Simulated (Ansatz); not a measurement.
**Run report: Si$_{4}$H$_{11}$OF, single-point calculation**

Si$_{4}$H$_{11}$OF, computed with RKS PBE0-D4/def2-TZVPP (Ansatz 0.2.0).

The geometry is a transition state. The reaction was set up to form Si1–O7 and Si2–H6 and to break Si1–Si2 and H6–O7 (atoms counted from 1 in the order of the input); sticks are drawn by distance alone. The geometry comes from this level: PBE0-D4/def2-TZVP.

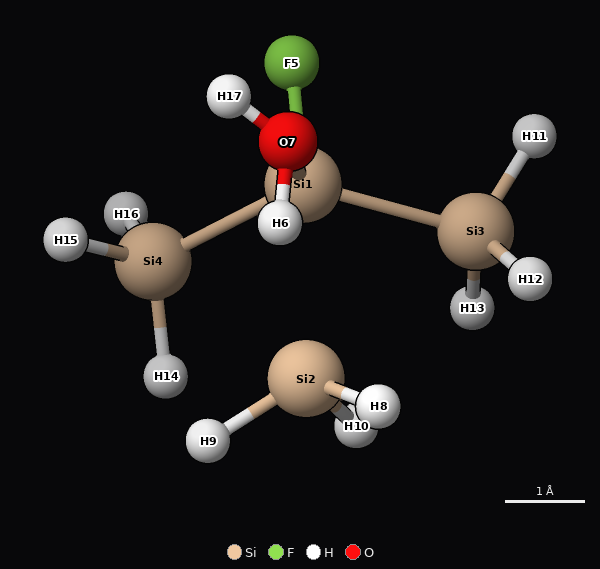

Fig. 1: The structure (ball-and-stick view, seen at a tilt; atoms are numbered from 1 in the order of the input). Bond lengths as drawn: F–Si 1.64 Å, H–O 0.97 to 1.07 Å, H–Si 1.48 to 1.50 Å, O–Si 1.84 Å and Si–Si 2.34 Å.

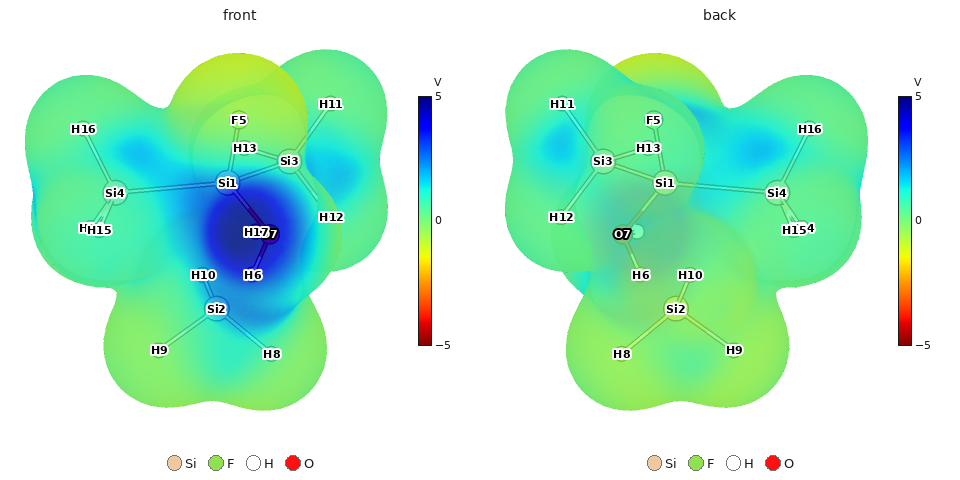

Fig. 2: The molecular electrostatic potential painted on the density surface at 0.004 e/bohr³, seen at a tilt and from behind; red is negative and blue positive.

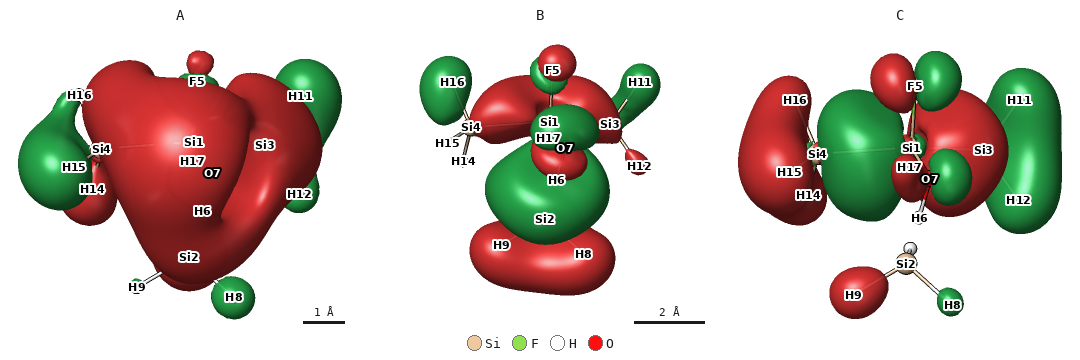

Fig. 3: Three frontier orbitals at ±0.05 Å⁻³ᐟ² (green and red are the two phases). C is the HOMO−1 (−8.03 eV). By Hirshfeld shares it lies mainly on Si1 (30 %), Si4 (20 %) and Si3 (20 %). B is the HOMO (−6.31 eV). Its weight (Hirshfeld) is mainly on Si2 (40 %), Si1 (15 %), O7 (10 %) and H6 (10 %). A is the LUMO (−1.08 eV). By Hirshfeld shares it lies mainly on Si1 (25 %), Si4 (15 %), Si3 (15 %) and H17 (10 %). The HOMO–LUMO gap is 5.23 eV between the orbital energies.

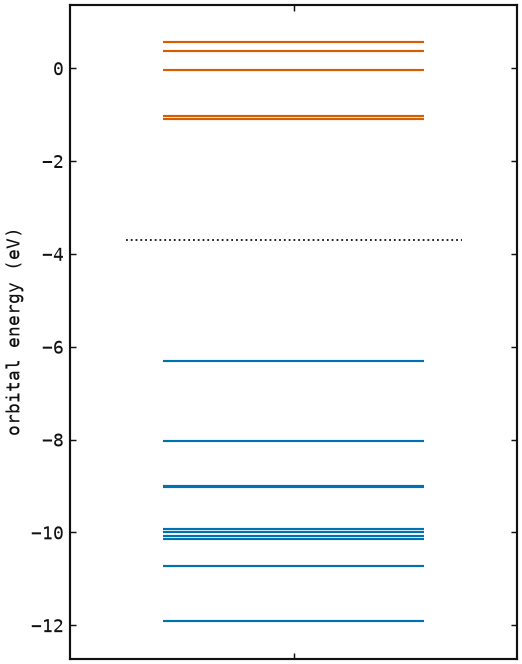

Fig. 4: Orbital energies near the frontier; the dotted line parts filled from empty levels, and levels within 0.02 eV of each other stand side by side. Highest filled −6.31 eV, lowest empty −1.08 eV, 5.23 eV apart.

These pictures come from the run below.

Input file:
```yaml
crystal:
  periodic: [false, false, false]
  atoms:
    - {symbol: Si, position_ang: [-0.251802, 0.954950, -0.016145]}
    - {symbol: Si, position_ang: [1.128078, -1.538805, 0.302415]}
    - {symbol: Si, position_ang: [0.094827, 0.534430, -2.292806]}
    - {symbol: Si, position_ang: [-1.812109, -0.146687, 1.328279]}
    - {symbol: F, position_ang: [-0.793347, 2.498681, 0.042283]}
    - {symbol: H, position_ang: [1.483672, 0.399551, 0.966445]}
    - {symbol: O, position_ang: [1.286265, 1.448888, 0.858164]}
    - {symbol: H, position_ang: [2.524794, -1.848583, -0.149567]}
    - {symbol: H, position_ang: [0.861950, -2.428279, 1.478390]}
    - {symbol: H, position_ang: [0.249662, -2.069257, -0.791918]}
    - {symbol: H, position_ang: [-0.040350, 1.806439, -3.054341]}
    - {symbol: H, position_ang: [1.439819, -0.044088, -2.541605]}
    - {symbol: H, position_ang: [-0.949461, -0.419828, -2.747204]}
    - {symbol: H, position_ang: [-1.882984, -1.593319, 1.008162]}
    - {symbol: H, position_ang: [-1.353040, 0.025561, 2.736551]}
    - {symbol: H, position_ang: [-3.166264, 0.459031, 1.199793]}
    - {symbol: H, position_ang: [1.180190, 1.961516, 1.673103]}
basis:
  gaussian: {orbitals: def2-TZVPP}
hamiltonian: {xc: pbe0, dispersion: d4}
output: {orbitals: {seedname: orbitals}}
```

Run as:
```bash
ansatz run in.yaml --threads 4 --pin off --events-out ev --progress --plain --max-ram 41984MiB --backend cuda --devices 0, --max-vram 37GiB
```

Log:
```
Functional definition: PBE0
  name "PBE0"
  cite "Adamo & Barone, J. Chem. Phys. 110, 6158 (1999) doi:10.1063/1.478522"
  cite "Perdew, Burke & Ernzerhof, Phys. Rev. Lett. 77, 3865 (1996) doi:10.1103/PhysRevLett.77.3865"
  parent pbe
  parameter a = 0.25
  parameter kappa = 0.804
  parameter beta = 0.06672455060314922
  exchange = (1 - a)*pbe_x(kappa = kappa, mu = beta*pi^2/3) + a*exact_x
  correlation = pbe_c(beta = beta)
2120 factors; their error is unknown
mean field evaluation 1: about -36434.2576 eV, gradient 5.2e1 eV
mean field evaluation 2: about -36430.0491 eV, gradient 7.5e1 eV
mean field evaluation 4: about -36438.5333 eV, gradient 2.4e0 eV
mean field evaluation 8: about -36438.5486 eV, gradient 4.9e-2 eV
mean field evaluation 16: about -36438.6250 eV, gradient 4.2e-5 eV
mean field -36438.62495947 eV, -1339.0947682736 hartree, gradient 4.2e-5 eV, S^2 0.000000; 0 other end points of the search recorded, 0 dependent functions left out
reference -36438.62500395 eV, -1339.0947699079 hartree; 42, 42 occupied and 342, 342 virtual orbitals, 2120 factors
Total energy: -36439.08089674 eV, -1339.1115236589 hartree
```

Results in brief:

- outcome: converged
- total energy: −36439.0809 eV
- mean-field energy: −36438.6250 eV
- dispersion energy: −0.4559 eV
- SCF solution under orbital rotations: stable
- HOMO: −6.31 eV
- LUMO: −1.08 eV
- hardware: 4 CPU threads, shared host
- wall time: 3.1 s (CPU time 4.2 s)
- peak memory: 0.88 GiB
